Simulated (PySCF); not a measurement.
# H₆N₂SSi: geometry, spin-spin couplings

Aim: predict the spin-spin couplings of H₆N₂SSi (`N[SiH](N)S`).

Computed with PySCF 2.14.0, with density-fitted response routines of our own, on a single molecule in the gas phase. Atoms count from 0, in the outputs and in this text.

### Step 1. The molecule as given

10 atoms, charge 0, multiplicity 1; geometry from: GFN2-xTB. The atoms were then displaced at random by about 0.01 Å, so the start is not that level's minimum.

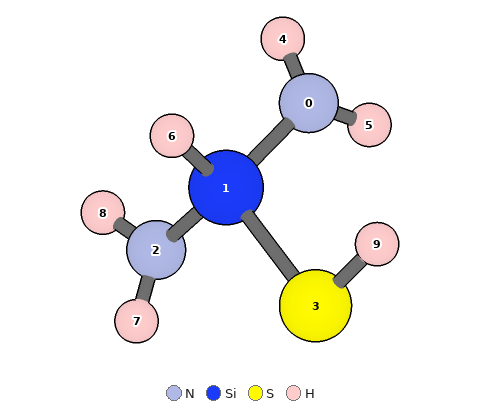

The starting geometry (nitrogen light blue, silicon blue, sulfur yellow, hydrogen pink), atoms numbered.

### Step 2. Relaxing the molecule at PBE0-D3(BJ)/def2-SVP

The job: settings as JSON, then the geometry in Å.

```
{"job": {"xc": "PBE0", "basis": "def2-SVP", "d3": "d3bj", "grid": 1, "shake": 0.01, "kind": "geom"}, "charge": 0, "multiplicity": 1}
N     -0.218030     1.474120    -0.146340
Si     0.077150    -0.105810     0.382610
N     -0.977670    -1.324240    -0.244190
S      2.029970    -0.651560    -0.435710
H     -1.076530     1.953700     0.157550
H     -0.065260     1.740430    -1.116650
H      0.203430    -0.007270     1.837160
H     -0.581670    -2.245700    -0.383850
H     -1.919620    -1.352430     0.081740
H      2.578670     0.497820    -0.153380
```

Started as:

```bash
$ OMP_NUM_THREADS=1 python probes_run.py task.json out
```

One launch serves the whole session: the jobs run in the order shown.

Output:

```text
step   0  E = -800.19406331  max force = 0.029436
step   1  E = -800.19954843  max force = 0.007949
step   2  E = -800.19998007  max force = 0.001354
step   3  E = -800.20025291  max force = 0.003067
step   4  E = -800.20061146  max force = 0.005069
step   5  E = -800.20107611  max force = 0.004226
step   6  E = -800.20158810  max force = 0.003834
step   7  E = -800.20196126  max force = 0.003013
step   8  E = -800.20247334  max force = 0.003251
step   9  E = -800.20329829  max force = 0.004583
step  10  E = -800.20377161  max force = 0.002868
step  11  E = -800.20402765  max force = 0.001957
step  12  E = -800.20412615  max force = 0.001638
step  13  E = -800.20411573  max force = 0.000886
step  14  E = -800.20414828  max force = 0.000226
step  15  E = -800.20415355  max force = 0.000171
optimisation converged
```

Wall time 49 s (1 thread of Arm Neoverse V1, shared host); peak memory 0.39 GiB.

The steps of the relaxation:

| step | energy from step 0 (eV) | largest force component (eV/Å) |
| --- | --- | --- |
| 0 | 0.0000 | 1.5137 |
| 1 | -0.1493 | 0.4088 |
| 2 | -0.1610 | 0.0696 |
| 3 | -0.1684 | 0.1577 |
| 4 | -0.1782 | 0.2607 |
| 5 | -0.1908 | 0.2173 |
| 6 | -0.2048 | 0.1972 |
| 7 | -0.2149 | 0.1549 |
| 8 | -0.2288 | 0.1672 |
| 9 | -0.2513 | 0.2357 |
| 10 | -0.2642 | 0.1475 |
| 11 | -0.2711 | 0.1006 |
| 12 | -0.2738 | 0.0842 |
| 13 | -0.2735 | 0.0456 |
| 14 | -0.2744 | 0.0116 |
| 15 | -0.2746 | 0.0088 |

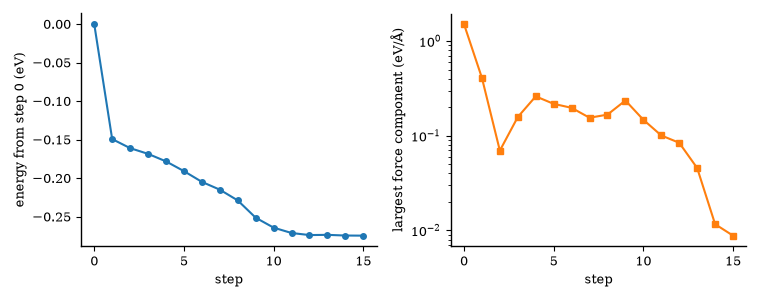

Energy and largest force along the relaxation.

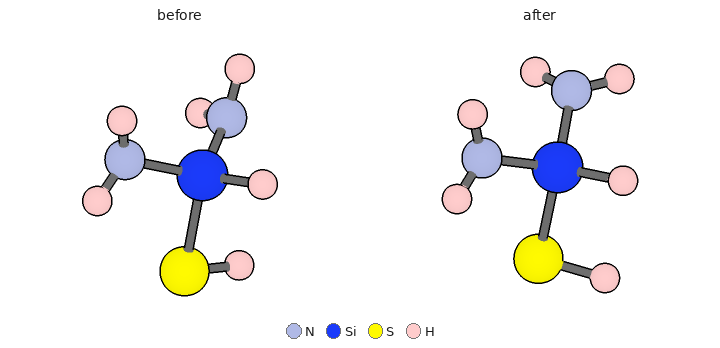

Before and after, at one scale.

Close pairs (by a distance rule), those that changed most:

| bond | before (Å) | after (Å) | change (Å) |
| --- | --- | --- | --- |
| S3–H9 | 1.305 | 1.350 | +0.045 |
| Si1–H6 | 1.463 | 1.497 | +0.033 |
| N0–Si1 | 1.692 | 1.720 | +0.028 |
| Si1–S3 | 2.187 | 2.164 | -0.022 |
| N2–H8 | 0.997 | 1.013 | +0.016 |
| N0–H4 | 1.029 | 1.014 | -0.016 |
| Si1–N2 | 1.729 | 1.716 | -0.013 |
| N0–H5 | 1.018 | 1.015 | -0.003 |

The end geometry stands in the next job.

| at the end point | value |
| --- | --- |
| point group (found at 0.08 Å tolerance) | C1 |
| rotational constants (GHz, main isotopes) | 6.374, 3.085, 2.326 |
| dipole moment (D) | 1.62 |

### Step 3. J couplings: B3LYP/6-31G*

The job: settings as JSON, then the geometry in Å.

```
{"job": {"kind": "j", "xc": "B3LYP", "basis": "6-31G*"}, "charge": 0, "multiplicity": 1}
N     -0.706063     1.394765    -0.181375
Si     0.130922    -0.037122     0.275930
N     -0.841969    -1.344192    -0.261641
S      2.043197    -0.494334    -0.628967
H     -0.475924     2.270341     0.274450
H     -0.946445     1.541572    -1.156166
H      0.409918     0.150862     1.734198
H     -0.476793    -2.287610    -0.301448
H     -1.845424    -1.318627    -0.123682
H      2.760034     0.103342     0.346447
```

Level: B3LYP/6-31G* indirect spin-spin coupling, non-relativistic, gas phase.

Output:

```text
coarse grid: 9096 points
cycle   1  E = -800.8412526443  dE =  2.894e-01  |g| = 6.227e-01  |ddm| = 2.838e+00
cycle   2  E = -800.7534638467  dE =  8.779e-02  |g| = 8.755e-01  |ddm| = 1.484e+00
cycle   3  E = -800.9302739533  dE = -1.768e-01  |g| = 6.819e-02  |ddm| = 9.354e-01
cycle   4  E = -800.9315325579  dE = -1.259e-03  |g| = 2.171e-02  |ddm| = 1.226e-01
cycle   5  E = -800.9316899931  dE = -1.574e-04  |g| = 4.129e-03  |ddm| = 3.973e-02
cycle   6  E = -800.9316952727  dE = -5.280e-06  |g| = 1.192e-03  |ddm| = 7.027e-03
final grid: 77888 points
cycle   7  E = -800.8709111301  dE = -6.943e-06  |g| = 5.040e-03  |ddm| = 9.692e-03
cycle   8  E = -800.8709038701  dE =  7.260e-06  |g| = 7.677e-03  |ddm| = 1.075e-02
cycle   9  E = -800.8709167678  dE = -1.290e-05  |g| = 1.347e-04  |ddm| = 6.473e-03
cycle  10  E = -800.8709167733  dE = -5.474e-09  |g| = 5.136e-05  |ddm| = 2.755e-04
cycle  11  E = -800.8709167740  dE = -7.290e-10  |g| = 1.860e-05  |ddm| = 7.747e-05
converged SCF energy = -800.8709167740

Indirect spin-spin couplings (Hz)
  i      j    bonds     total        FC       PSO       DSO        SD
  0 N    1 Si   1     19.105    21.506    -2.623     0.040     0.182
  0 N    2 N    2      4.034     4.118    -0.074    -0.004    -0.006
  0 N    3 S    2     -0.329    -0.125    -0.046     0.007    -0.164
  0 N    4 H    1    -74.722   -71.364    -2.691    -0.344    -0.322
  0 N    5 H    1    -73.722   -70.458    -2.610    -0.350    -0.303
  0 N    6 H    2    -12.027   -12.196     0.089     0.069     0.011
  0 N    7 H    3     -3.827    -3.978    -0.088     0.238     0.001
  0 N    8 H    3      0.172     0.169     0.012     0.001    -0.010
  0 N    9 H    3      0.204     0.144    -0.015     0.081    -0.006
  1 Si   2 N    1     27.404    29.584    -2.426     0.043     0.203
  1 Si   3 S    1      8.877     6.741     3.408    -0.017    -1.255
  1 Si   4 H    2     -3.725    -4.812     0.804     0.296    -0.013
  1 Si   5 H    2      2.574     1.446     0.844     0.290    -0.006
  1 Si   6 H    1   -213.544  -213.519     0.823    -0.443    -0.405
  1 Si   7 H    2     -4.793    -5.740     0.674     0.305    -0.032
  1 Si   8 H    2     -2.038    -3.152     0.782     0.305     0.027
  1 Si   9 H    2      3.061     2.616     0.408    -0.019     0.057
  2 N    3 S    2     -3.895    -4.018     0.112     0.002     0.009
  2 N    4 H    3     -3.783    -3.930    -0.088     0.235     0.000
  2 N    5 H    3      0.329     0.312    -0.003     0.024    -0.004
  2 N    6 H    2     -2.306    -2.472     0.012     0.169    -0.015
  2 N    7 H    1    -78.197   -74.948    -2.569    -0.361    -0.320
  2 N    8 H    1    -76.834   -73.553    -2.608    -0.358    -0.316
  2 N    9 H    3     -3.239    -3.431    -0.002     0.187     0.007
  3 S    4 H    3     -0.355    -0.379     0.100    -0.075         -
  3 S    5 H    3     -0.105    -0.122     0.060    -0.043         -
  3 S    6 H    2      3.269     3.521    -0.200    -0.052         -
  3 S    7 H    3     -0.032    -0.145     0.101     0.012         -
  3 S    8 H    3      3.268     3.350     0.065    -0.146         -
  3 S    9 H    1     25.994    21.403     4.490     0.100         -
  4 H    5 H    2     -8.118    -7.434     3.862    -4.546         -
  4 H    6 H    3     -0.047     0.001    -0.142     0.093         -
  4 H    7 H    4      1.496     2.715     1.241    -2.460         -
  4 H    8 H    4     -1.010    -0.237     0.934    -1.707         -
  5 H    6 H    3      8.354     9.983     1.292    -2.921         -
  5 H    7 H    4     -1.076    -0.276     0.969    -1.768         -
  5 H    9 H    4     -0.818     0.008     0.435    -1.261         -
  6 H    7 H    3     -2.342    -1.365     0.525    -1.503         -
  6 H    8 H    3     -2.437    -1.477     0.494    -1.453         -
  6 H    9 H    3      3.484     2.748    -0.434     1.170         -
  7 H    8 H    2     -6.745    -5.986     3.960    -4.718         -
  7 H    9 H    4     -1.267    -0.137     0.338    -1.468         -
  8 H    9 H    4      0.593     1.847     0.780    -2.033         -
```

Run time: 7.1 s. Hardware: 1 thread of Arm Neoverse V1, shared host; peak memory 0.44 GiB.

This basis has no tight s functions, so the Fermi-contact terms are rough.

Couplings of 1 Hz or more, nine at most for each number of bonds, with means over like pairs (isotopes 1H, 15N, 33S, 29Si):

| pair | bonds | J (Hz) | Fermi contact (Hz) | dihedral (°) |
| --- | --- | --- | --- | --- |
| Si1–H6 | 1 | -213.5 | -213.5 | – |
| N0–H4 | 1 | -75.9 | -72.6 | – |
| S3–H9 | 1 | 26.0 | 21.4 | – |
| N0–Si1 | 1 | 23.3 | 25.5 | – |
| Si1–S3 | 1 | 8.9 | 6.7 | – |
| H4–H5 | 2 | -7.4 | -6.7 | – |
| N0–H6 | 2 | -7.2 | -7.3 | – |
| N0–N2 | 2 | 4.0 | 4.1 | – |
| S3–H6 | 2 | 3.3 | 3.5 | – |
| Si1–H9 | 2 | 3.1 | 2.6 | – |
| N0–S3 | 2 | -2.1 | -2.1 | – |
| Si1–H4 | 2 | -2.0 | -3.1 | – |
| H6–H9 | 3 | 3.5 | 2.7 | -24 |
| N0–H7 | 3 | -1.8 | -1.9 | – |
| N0–H9 | 3 | -1.5 | -1.6 | – |

The spin-dipole term was solved for some atoms only; pairs without it lack that part.

The response was solved for the nuclei of H, N, Si alone, so couplings that need other nuclei can be missing.

Quadrupole couplings from the field gradients of the same density:

| atom | isotope | eQq/h (MHz) | η |
| --- | --- | --- | --- |
| S3 | 33S | 29.4 | 0.98 |
| N2 | 14N | -4.193 | 0.31 |
| N0 | 14N | -4.008 | 0.37 |

### Step 4. What came out

| quantity | value |
| --- | --- |
| point group | C1 |
| rotational constants (main isotopes) | 6.37, 3.08, 2.33 GHz |
| largest coupling of the table (B3LYP/6-31G*) | 1J(Si,H) Si1–H6, -213.5 Hz |

Over 15 steps the energy fell by 0.275 eV; of the close pairs, S3–H9 changed most, 1.305 to 1.350 Å. Of the pairs tabulated at B3LYP/6-31G*, Si1–H6 couples most strongly (-213.5 Hz; Fermi contact -213.5 Hz). Couplings from bases without tight functions are rough.
